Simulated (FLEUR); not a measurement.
Converging the k-point mesh at a smearing width of 0.02 eV: Ir (Fm-3m, 1 atom in the cell)

```
CELL_PARAMETERS angstrom
      0.00000     1.91040     1.91040
      1.91040     0.00000     1.91040
      1.91040     1.91040     0.00000
ATOMIC_POSITIONS crystal
  Ir 0.00000 0.00000 0.00000
```

Level of theory: FLEUR with PBE, all-electron FLAPW (FLEUR), scalar-relativistic valence.

Base settings: Kmax = 4 1/bohr; GmaxXC = 20 1/bohr; xcFunctional = pbe; jspins = 1; l_soc = F; mode = hist; fermiSmearingEnergy = 0.00367493 Htr; mesh (inpgen div1-3) = 7 7 7; inpgen gamma flag = false; Gmax = 20 1/bohr.

In this ladder: fermiSmearingEnergy = 0.00073499 Htr. Moved along: kpt_gamma.

Only quantities that move along the ladder and can be compared are tabulated.

Core times come from one kind of shared machine, to one figure; runs under 30 s give none.

The starting cell has typed, rounded lattice constants, without a prior relaxation at this level. Its lattice was rescaled by up to half a per cent. Spin polarisation is off. Values depend on the basis (sphere radii, cutoffs, local orbitals), which need not be converged.

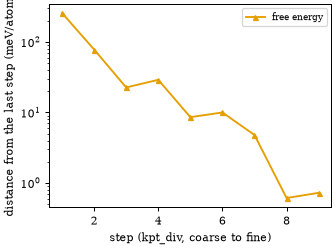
Fig. 1. Distance from the last step along the ladder; very small values are drawn at a floor.

```tsv
kpt_div	free energy less the last step's (meV/atom)	core time / last (rough)
5 5 5	257.83	–
8 8 8	78.19	–
9 9 9	-22.64	–
11 11 11	29.05	–
13 13 13	8.59	–
16 16 16	10.00	0.2
20 20 20	-4.79	0.3
24 24 24	0.61	0.3
29 29 29	-0.72	0.7
35 35 35	0.00	1
```

Coarsest kpt_div that holds the free energy within 2 meV/atom of the last step, with all finer ones: 24 24 24, at about 0.3 of the last step's time; the step before is off by 4.8 meV/atom.

Left out of this page: 1 run of the series failed or unconverged.
